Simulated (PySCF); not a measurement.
**P4 (SMILES P12P3P1P23) at PBE/def2-SVPD**

Aim: the vertical singlet–triplet gap of P4 at PBE/def2-SVPD, from 2 runs. Input form: a Python script.

The results are computed with PySCF 2.14.0.

1 further run of the same task is left out (set aside as unsound or not needed).

**1. The molecule**

P4 has 4 atoms, charge 0, and is taken as a singlet. As SMILES, `P12P3P1P23`. The coordinates come from a PBE0-D4/def2-TZVP relaxation.

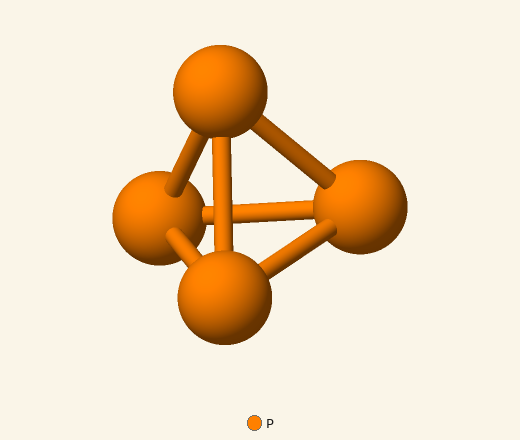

The structure, seen from a chosen angle (phosphorus orange).

**2. The energy at PBE/def2-SVPD**

File run.py:

```python
from pyscf import gto, dft

molecule = gto.M(
    atom='P -0.724800 -0.100000 1.119400; P 1.294900 0.109800 0.315700; P -0.185000 -1.091700 -0.749800; P -0.385100 1.081900 -0.685200',
    verbose=3,
    basis='def2-svpd',
    max_memory=1860,
)

myscf = dft.RKS(molecule)
myscf.xc = 'pbe'
myscf.conv_tol = 1e-10
myscf.grids.level = 5
myscf.kernel()
if not myscf.converged:
    myscf = myscf.newton().run(myscf.mo_coeff, myscf.mo_occ)

e_tot = myscf.e_tot
print('Final energy', e_tot)
```

Command:

```console
$ OMP_NUM_THREADS=1 python run.py
```

Output:

```text
converged SCF energy = -1364.43337773153
Final energy -1364.4333777315346
```

Run time: 13 s. Hardware: 1 thread of Arm Neoverse V1, shared host; peak memory 0.49 GiB.

**3. The triplet**

File calc.py:

```python
from pyscf import gto, dft

mol = gto.M(
    atom='''
P       -0.724800      -0.100000       1.119400
P        1.294900       0.109800       0.315700
P       -0.185000      -1.091700      -0.749800
P       -0.385100       1.081900      -0.685200
''',
    spin=2,
    charge=0,
    verbose=3,
    max_memory=1860,
    basis='def2-svpd',
)

mf = dft.UKS(mol, xc='pbe')
mf.grids.level = 5
mf.conv_tol = 1e-10
mf.kernel()
if not mf.converged:
    mf = mf.newton().run(mf.mo_coeff, mf.mo_occ)

e_final = mf.e_tot
print('E = %.10f Eh' % e_final)
```

Command:

```console
$ OMP_NUM_THREADS=1 python calc.py
```

Output:

```text
WARN: HOMO -0.0811685830914799 >= LUMO -0.279380642990041

WARN: HOMO -0.0787301774727021 >= LUMO -0.222798898493197

WARN: HOMO -0.0718571994862469 >= LUMO -0.23480649888638

WARN: HOMO -0.0764421517200362 >= LUMO -0.237047065536397

WARN: HOMO -0.0767047170334869 >= LUMO -0.239355688963897

WARN: HOMO -0.0776630663975861 >= LUMO -0.237936400698004

WARN: HOMO -0.0783315259635142 >= LUMO -0.237059223329905

WARN: HOMO -0.0790357320702622 >= LUMO -0.23669593998754

WARN: HOMO -0.0792891574798231 >= LUMO -0.236403843932127

WARN: HOMO -0.0793476370305584 >= LUMO -0.236328602945699

WARN: HOMO -0.0793954411182378 >= LUMO -0.23646012922738

WARN: HOMO -0.0793228127317029 >= LUMO -0.23648799557555

WARN: HOMO -0.0793285064499984 >= LUMO -0.236486383297733

WARN: HOMO -0.0793926554929187 >= LUMO -0.236617016390013

WARN: HOMO -0.0793325221235828 >= LUMO -0.236568472827854

WARN: HOMO -0.0793588543249986 >= LUMO -0.236638880225443

WARN: HOMO -0.0793957126862406 >= LUMO -0.236663162538473

WARN: HOMO -0.079329130616814 >= LUMO -0.236649912149279

WARN: HOMO -0.0793605208683703 >= LUMO -0.236669648638006

WARN: HOMO -0.0793587236522661 >= LUMO -0.236661642194536

WARN: HOMO -0.0793391515906741 >= LUMO -0.236680776234415

WARN: HOMO -0.0793486242632018 >= LUMO -0.236662862235521

WARN: HOMO -0.0793506327741993 >= LUMO -0.236669749116715

WARN: HOMO -0.0793446450079929 >= LUMO -0.23667261249792

WARN: HOMO -0.0793476984270289 >= LUMO -0.236671772051633

WARN: HOMO -0.0793481979868782 >= LUMO -0.236670564774962

WARN: HOMO -0.0793474300859482 >= LUMO -0.236670455749658

WARN: HOMO -0.0793483361097436 >= LUMO -0.236671592798704

WARN: HOMO -0.0793481255387509 >= LUMO -0.236671494800208

WARN: HOMO -0.0793479161150212 >= LUMO -0.236671561292979

WARN: HOMO -0.0793479452128576 >= LUMO -0.236671818433589

WARN: HOMO -0.079347899037862 >= LUMO -0.236671805760209

WARN: HOMO -0.079347911022043 >= LUMO -0.236671801858769

WARN: HOMO -0.0793479010904208 >= LUMO -0.236671802688691

converged SCF energy = -1364.2595970121  <S^2> = 2.0100065  2S+1 = 3.0066636
E = -1364.2595970121 Eh
```

Wall time 74 s (1 thread of Arm Neoverse V1, shared host); peak memory 0.5 GiB.

**4. What came out**

At PBE/def2-SVPD:

| quantity | value |
| --- | --- |
| singlet: total energy | -1364.43338 Eh |
| singlet: dipole moment | 0.00 D |
| singlet: HOMO energy | -6.68 eV |
| singlet: LUMO energy | -1.51 eV |
| singlet: HOMO–LUMO gap | 5.17 eV |
| triplet: total energy | -1364.25960 Eh |
| triplet: dipole moment | 0.00 D |
| triplet: HOMO energy (highest over α and β) | -2.16 eV |
| triplet: ⟨S²⟩ | 2.010 |
| vertical energy of the triplet above the singlet | 4.729 eV |

**Reading.** At this shape the triplet lies 4.73 eV (456 kJ/mol) above the singlet.
